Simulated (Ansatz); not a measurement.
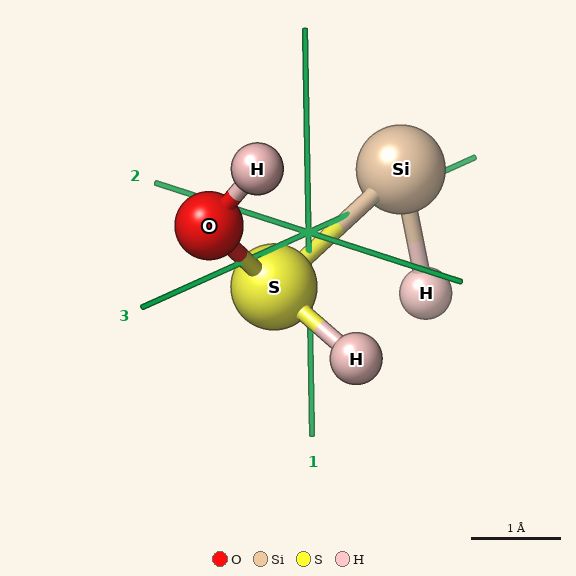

The three principal axes of inertia are drawn and numbered. Depth is shown by fading: the farther an atom, the more it takes the colour of the background. State: charge +1, singlet. The computed structure is the end point of a PBE0-D4/def2-TZVP optimisation. No frequency run is at hand to confirm it as a minimum. Masses are those of the most abundant isotopes; constants are for the rigid equilibrium geometry.

Q: Which line is the a axis (least moment of inertia), which b and which c?

A: a is line 3, b is line 1, c is line 2; the moments are 22.7, 132, 150 u Å².

Q: What kind of rotor is it, and what are its rotational constants in GHz?

A: An asymmetric top (C1): A = 22.3, B = 3.84, C = 3.36 GHz. Ray's parameter κ is −0.95, close to the prolate limit.
